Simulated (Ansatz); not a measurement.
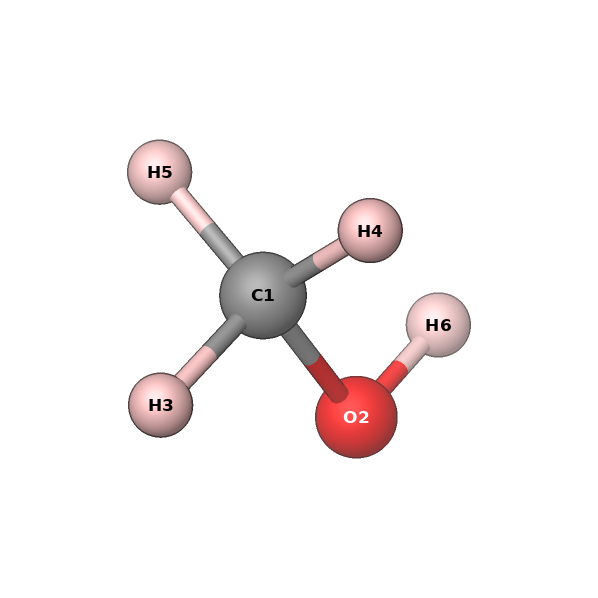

Figure made from data computed with Ansatz.

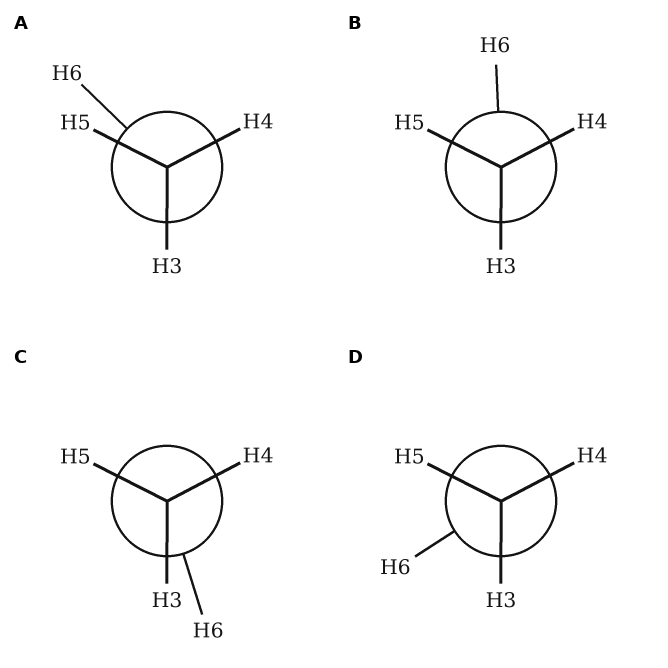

Distant atoms are faded towards the background colour. Bonds that would overlap in a projection are set slightly apart. Geometry: a fixed input geometry, not necessarily a minimum.

Q: Which Newman projection shows the view along C1–O2, with C1 in front?

A: B. The torsion angle H3–C1–O2–H6 is 177°, antiperiplanar (anti).
